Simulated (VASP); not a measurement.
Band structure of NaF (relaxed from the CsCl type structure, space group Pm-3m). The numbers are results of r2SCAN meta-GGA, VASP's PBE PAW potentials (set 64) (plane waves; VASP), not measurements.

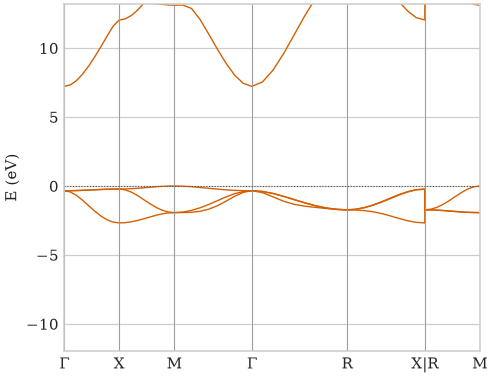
Figure: Bands along high-symmetry lines, zero at the valence-band maximum or, without a gap, the Fermi level

Read the plot: is there a gap, and where are the band edges?

The gap is indirect, 7.22 eV, from the valence maximum at M to the conduction minimum at Γ.

The structure was generated: NaF was put into the CsCl type type (Pm-3m), which need not be its known phase. It was relaxed first, which changed the volume by -12 %.
